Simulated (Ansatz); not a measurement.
# Ca2C (model cell, started as antifluorite): a soft mode frozen in, part 3 of 3

Wanted: the energy along a soft mode of Ca2C (model cell, started as antifluorite) and the structure at the end.

Ansatz 0.2.0; DFT PBEsol, scalar-relativistic, plane waves, PAW.

So far. Step 5 (Energy along the mode, all amplitudes (two of the runs …): The lowest of the steps tried is at 0.32 Å, 6.17 meV/atom below the parent; the bottom of the well need not coincide with a step. Step 7 (The new phase in its own primitive cell): The largest force component left is 0.014 meV/Å and the pressure is 0.000 GPa, within the tolerances set. The cell now holds 20.62 Å³/atom. The relaxed cell has a = 4.386, c = 6.430 Å (conventional setting).

The structure was built from a prototype and need not be the compound's stable phase.

### Step 8. Modes of the new phase, k-mesh 8×8×6

A relaxed structure may still be a saddle point, so its zone-centre modes are computed. No field response is asked.

File input.yaml:

```yaml
crystal:
  lattice:
    - [4.3863668246, 0.0, 0.0]
    - [0.0, 4.3863668246, 0.0]
    - [0.0, 0.0, 6.4304253635]
  atoms:
    - { symbol: C, position: [0.5, 0.5, 0.5] }
    - { symbol: C, position: [0.0, 0.0, 0.0] }
    - { symbol: Ca, position: [0.0, 0.5, 0.8111743923] }
    - { symbol: Ca, position: [0.5, 0.0, 0.1888256077] }
    - { symbol: Ca, position: [0.0, 0.5, 0.3111743923] }
    - { symbol: Ca, position: [0.5, 0.0, 0.6888256077] }
kpoints:
  mp_grid: { grid: [8, 8, 6] }
hamiltonian:
  xc: pbesol
scf:
  occupations: { method: gaussian, width: 0.01 }
output:
  eigenvalues: true
phonons:
  method: dfpt
```

On the command line:

```bash
$ ansatz run input.yaml --threads 4 --pin off --max-ram 7168MiB --backend cpu --events-out ev --progress --plain --runs-dir out
```

Numbers of over 12 decimals in the logs are rounded to 6 here.

The program printed:

```text
zone centre: on kpoints.mp_grid the ground state, and the responses unless they are solved on pairs of k-points, stand on 100 of the mesh's 384 k-points, reduced under 4 symmetry operations, with k and −k counted as one. Each operation leaves every solved displacement unchanged or reverses it
[...]
Crystal: 6 atoms, lattice volume = 123.723 Å³
Basis set: ecut = 420 eV, 2413 PW (Γ), exchange–correlation on 60×60×96 points (8 copies of the dense FFT grid, shifted against one another)
Bands: 30, of which v1, the nominal top of the filled ones, is band 24 counted from 1 (23 counted from 0)
Symmetry: 16 space group operations
k-points: 100 of 384 (irreducible under 4 space group operations, time reversal used)
[...]
SCF iter   1: F=—  HF=-7666.569737 eV  |F-HF|=—  |Δ(HF+E_count)|=         —  Δρ=4.11e-3  dr2=2.29e-2  ethr=1.77e-3  ⟨swp⟩=8.1  Hψ=14513  notcnv=0
[...]
SCF iter  10: F=-7666.566189 eV  HF=-7666.566189 eV  |F-HF|=9.09e-13  |Δ(HF+E_count)|=  2.73e-12  Δρ=2.50e-8  dr2=7.80e-13  ethr=1.00e-12  ⟨swp⟩=5.0  Hψ=10808  notcnv=0
SCF 1 converged in 10 iterations: F = -7666.566189 eV  dr2 = 7.80e-13
[...]
DFPT response loops at Γ: preconditioner auto → Resta (q_TF=auto, 2.330 Å⁻¹)  ε∞=18.6 (no band partly filled); β = 1.00, the filter's whole step (`scf.mixing.beta` (0.50) is not read by the response loops at its default; to damp them type it under 1.00, their step now; it binds the ground state too); Broyden in place of MSR1
SCF converged after 10 iterations
Free energy (F): -7666.566189 eV
[...]
Internal energy: -7666.566189 eV  (E = F + TS)
E sigma→0 (E₀):  -7666.566189 eV
Fermi energy:    7.552157 eV
[...]
--- Band table (eV; the first three rows and the last of 100) ---
  k-point 0: bands = [... 20 lower, 6.6452, 6.6452, 7.4651, 7.4651, 7.6388, 7.8047, 9.3064, 9.7049, ... 2 higher]
  k-point 1: bands = [... 20 lower, 6.6996, 6.6996, 7.4143, 7.4143, 7.8588, 8.2137, 9.3944, 9.7582, ... 2 higher]
  k-point 2: bands = [... 20 lower, 6.8482, 6.8482, 7.2719, 7.2719, 8.3626, 8.8423, 9.6835, 9.9114, ... 2 higher]
  k-point 99: bands = [... 20 lower, 6.2464, 6.2464, 7.1918, 7.1918, 8.3431, 8.3431, 10.8380, 10.8380, ... 2 higher]
--- Phonons (Γ-DFPT): 5 representative perturbations + reference, on 100 of 384 k-points (Σ response iterations 15) ---
  k mesh reduced under 4 symmetry operations, with k and −k counted as one. Each operation leaves every solved displacement unchanged or reverses it
  ASR residual: 1.022e-5 → 0.000e0 eV/Å²; symmetrization residual: 1.889e-6 eV/Å²
  ASR residual per site (eV/Å²): 6.90e-6 6.90e-6 1.02e-5 1.02e-5 1.02e-5 1.02e-5
  Γ frequencies (cm⁻¹): 0.00 0.00 0.00 22.44 22.44 107.52 168.22 168.22 195.80 252.95 252.95 270.80 281.50 332.74 332.74 336.25 336.25 404.82
  non-analytic LO–TO correction: not included (Born effective charges unavailable; polar crystals: no LO–TO splitting at Γ)
```

Elapsed: 45 s, on 4 threads of Arm Neoverse V2, shared host; peak memory 1.4 GiB; 2.8 min of CPU time.

Numbers from this step:

```
sum-rule residual before enforcement                    : 1.02e-5 eV/Å²
point group                                             : 4/mmm
highest optical mode at the zone centre (no LO-TO term) : 404.8 cm⁻¹
lowest optical zone-centre mode                         : 22.44 cm⁻¹
```

Without the LO-TO term. Patterns of degenerate modes are one choice out of their space. Modes at Γ, with each element's share of the kinetic energy:

```csv
mode,frequency (cm⁻¹),symmetry,C %,Ca %
1,0.0,acoustic,13,87
2,0.0,acoustic,13,87
3,0.0,acoustic,13,87
4,22.4,Eu,11,89
5,22.4,Eu,11,89
6,107.5,A1g,0,100
7,168.2,Eg,13,87
8,168.2,Eg,13,87
9,195.8,B1g,14,86
10,252.9,Eg,9,91
11,252.9,Eg,9,91
12,270.8,A2u,87,13
13,281.5,B2u,0,100
14,332.7,Eg,78,22
15,332.7,Eg,78,22
16,336.2,Eu,76,24
17,336.2,Eu,76,24
18,404.8,B1g,86,14
```

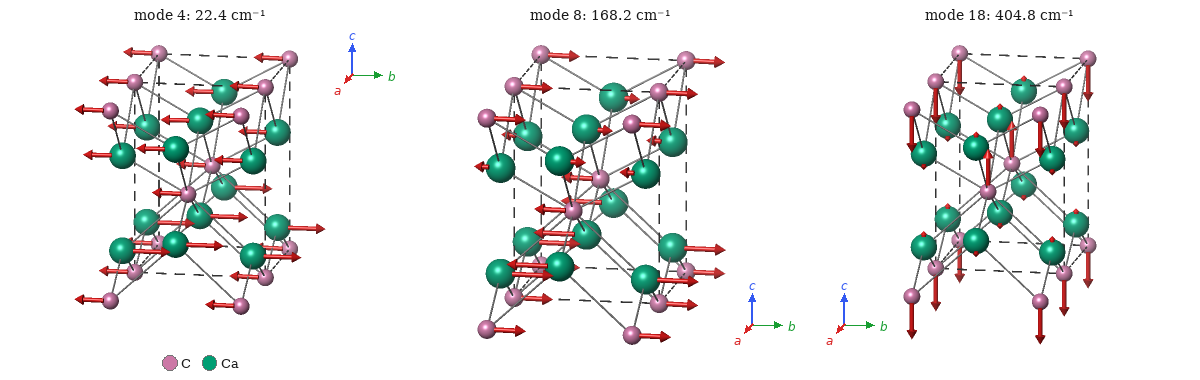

Displacement patterns of modes 4, 8 and 18 at Γ; arrows are exaggerated. 2×1×1 cells are drawn. Some periodic images of atoms are drawn too.

Before it was imposed, the acoustic sum rule was missed by 1.0e-5 eV/Å². Small misses are needed for a sound result but don't prove that mesh and cutoff are converged. The lowest optical mode is real, 22.4 cm⁻¹.

### Step 9. Summary of results

```json
{
 "unstable mode of the parent": "q = (0, -0.5, -0.5), 60i cm⁻¹",
 "depth at the lowest point sampled": "6.17 meV/atom",
 "largest atomic shift at that point": "0.32 Å",
 "space group reached": "P4_2/nmc",
 "energy gained over the parent (first relaxation, on the mesh of the frozen mode)": "12.4 meV/atom",
 "volume per atom, phase reached": "20.6 Å³",
 "gap on the k-mesh, phase reached": "0.174 eV",
 "lowest optical zone-centre mode, phase reached": "22.4 cm⁻¹",
 "highest optical mode at the zone centre (no LO-TO term), phase reached": "405 cm⁻¹"
}
```

What this shows: Along this mode the structure falls into P4_2/nmc, 12.4 meV/atom below the parent. At the parent's cell the well is 6.169 meV/atom deep on the steps tried, with its lowest point at a shift of 0.32 Å. Relaxing atoms and cell changes the gain by +6.21 meV/atom against the lowest step (energies at zero smearing). The new phase has no imaginary mode at the zone centre of its cell; other wavevectors were not checked. Of the 2 patterns followed to their end from this parent, this one reaches the lowest energy. Each path keeps the symmetry of its pattern, so a lower phase may lie along a pattern not tried. The program warns that the interpolation holds no quadrupole term, so branches close to Γ can be off in this crystal. A phonon run warned that its eigensolver left some bands unconverged in a pass. The starting cell was built on a prototype and not taken from a measurement, so the phase need not exist.

[Logs are printed without paths, hosts, clocks, repeated set-up lines and the standing remarks that a program may print on its own settings, such as how far it seeks lower states.]

[Hosts, paths, dates, database ids (printed as entryN), source tags and the programs' standing remarks are cut or masked in the printed files.]
